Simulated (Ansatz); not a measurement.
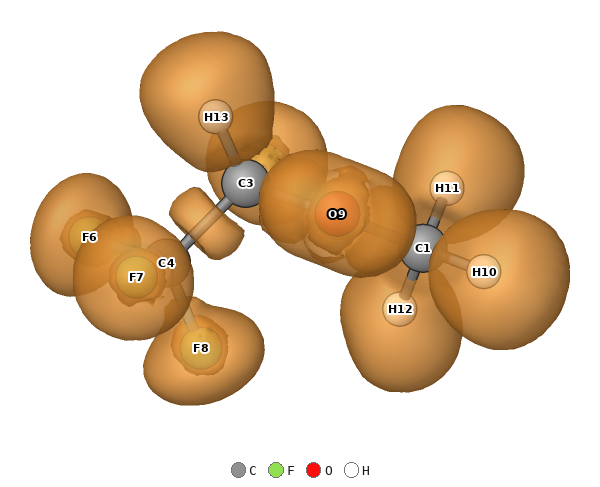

Figure. C₄H₄F₄O. Isosurface of the electron localisation function at 0.75 (orange), seen from one side. Only the valence region is drawn (cores and ρ < 0.01 e/Å³ removed).

Geometry: PBE0-D3(BJ)/def2-SVP.

Method: isolated molecule in a Gaussian basis; Kohn-Sham density functional theory, functional PBE0 (Ansatz).

```yaml
atoms:
  - { symbol: C, position_ang: [1.3905, 0.2213, -3.1092] }
  - { symbol: C, position_ang: [0.9441, 0.2032, -1.6808] }
  - { symbol: C, position_ang: [-0.5299, -0.1514, -1.4417] }
  - { symbol: C, position_ang: [-0.6734, -1.5863, -0.9397] }
  - { symbol: F, position_ang: [-1.2603, -0.0381, -2.5882] }
  - { symbol: F, position_ang: [-1.9553, -1.9146, -0.8265] }
  - { symbol: F, position_ang: [-0.0931, -1.7265, 0.2439] }
  - { symbol: F, position_ang: [-0.1039, -2.4435, -1.7913] }
  - { symbol: O, position_ang: [1.6497, 0.4273, -0.7333] }
  - { symbol: H, position_ang: [2.4611, 0.4526, -3.1547] }
  - { symbol: H, position_ang: [0.8109, 0.9630, -3.6794] }
  - { symbol: H, position_ang: [1.1862, -0.7574, -3.5706] }
  - { symbol: H, position_ang: [-0.9348, 0.5194, -0.6670] }
```

### Where are the electrons localised?

At this value the surface marks out three regions between bonded C–C atoms (shared pairs), four regions around hydrogen nuclei, four regions on F in which the atom's valence shell and bonds are merged and one region on O in which the atom's valence shell and bonds are merged. Profiles from the grid: C–O (1.20 Å): the ELF peaks at about 0.85 between the atoms; a short, multiple covalent bond. C–F (1.33 Å): the ELF peaks at about 0.85 between the atoms, as expected for a shared but strongly polarised pair.
